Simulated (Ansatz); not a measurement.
FH₃Si···H₂O

The calculation's input:

```
crystal:
  periodic: [false, false, false]
  atoms:
    - { symbol: Si, position_ang: [0.288677, 0.03906, -0.104106] }
    - { symbol: F, position_ang: [0.197607, -0.099974, 1.504796] }
    - { symbol: H, position_ang: [1.756372, 0.022615, -0.419854] }
    - { symbol: H, position_ang: [-0.271588, 1.333074, -0.579389] }
    - { symbol: H, position_ang: [-0.324719, -1.140199, -0.785072] }
    - { symbol: O, position_ang: [-2.439763, 0.057664, 0.829781] }
    - { symbol: H, position_ang: [-2.745628, -0.868539, 0.726878] }
    - { symbol: H, position_ang: [-1.911958, 0.0266, 1.670265] }
basis:
  gaussian: { orbitals: "6-31G*" }
hamiltonian:
  xc: blyp
relax:
  f_tol: 0.03
  max_steps: 50
output:
  orbitals: {}
```

Command:

```sh
ansatz run input.yaml --threads 1 --pin off --max-ram 2048MiB --backend cpu --events-out ev --progress --plain --runs-dir out
```

The fields are those of the run's last geometry, not of the input's.

Computed with RKS BLYP/6-31G* in Ansatz 0.2.0.

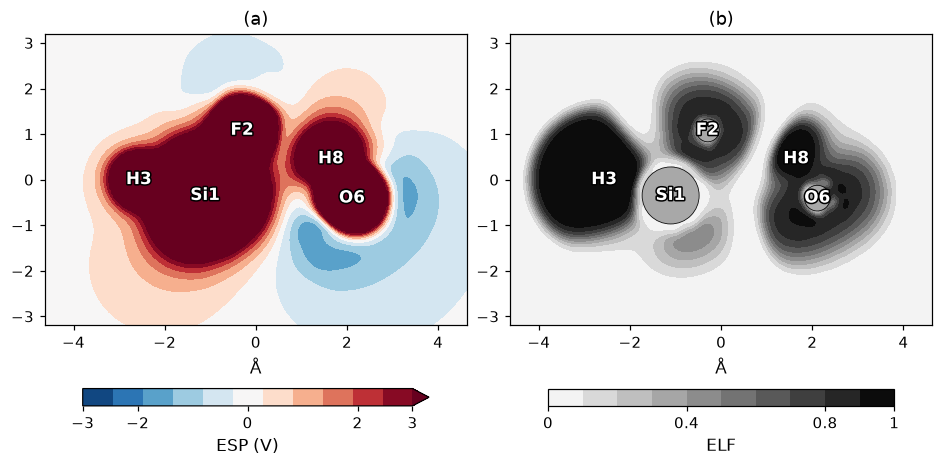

Figure 1. (a) molecular electrostatic potential; (b) ELF on the plane of atoms F2, Si1 and H3. Grey discs cover the atomic cores in the ELF map.

### Describe what can be read from this map.

The plane passes through Si, F, H and O nuclei. F2···H8 (2.04 Å): the ELF dips to about 0.05 between them; by its geometry a hydrogen bond between the two molecules, with no shared pair. Si–F (1.64 Å): the ELF peaks at about 0.85 in the valence shell of F, 0.6 Å from its nucleus, and is about 0.35 at the midpoint. O–H (0.98 Å): the ELF climbs to about 1 towards the hydrogen, as it does in any bond to H (a covalent bond by its length). Si–H (1.50 Å): the ELF climbs to about 1 towards the hydrogen. The ELF also peaks beside O6 and F2, away from the bonds: lone-pair regions. Outside the dense part of the complex the potential is most negative (−1.7 V) near O6.

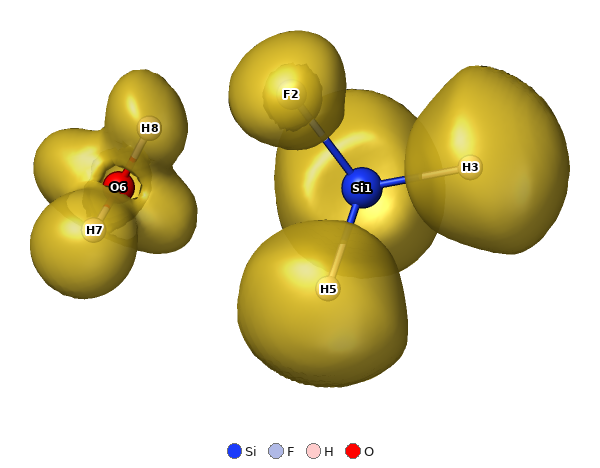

Figure 2. Isosurface of the ELF at 0.75 (yellow), seen across its widest extent. Only the valence region is drawn (cores and ρ < 0.01 e/Å³ removed).

### What do the ELF domains correspond to?

The surface consists of three regions around hydrogen nuclei, one region wrapped around F (its lone pairs, merged into a ring or cap) and one joined region spread over several atoms (H, O), in which their bonds and any lone pairs are merged.

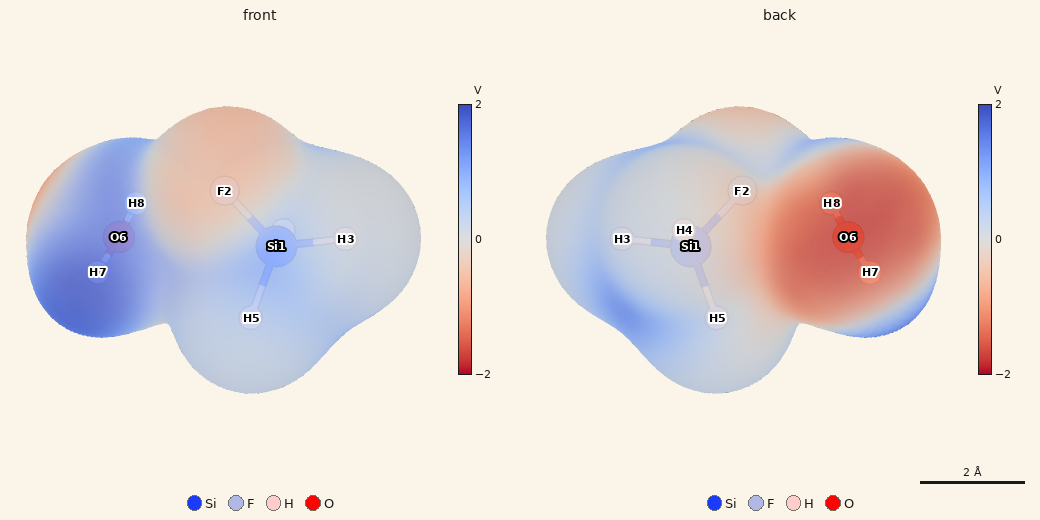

Figure 3. The molecular electrostatic potential painted on the density surface at 0.001 e/bohr³, seen from the front and from behind; red is negative and blue positive.

### Where is the surface potential most negative and most positive?

The most negative region (about −1.6 V) lies over O6, the most positive (about +1.7 V) over H7. O6 is the likeliest acceptor of a hydrogen bond.
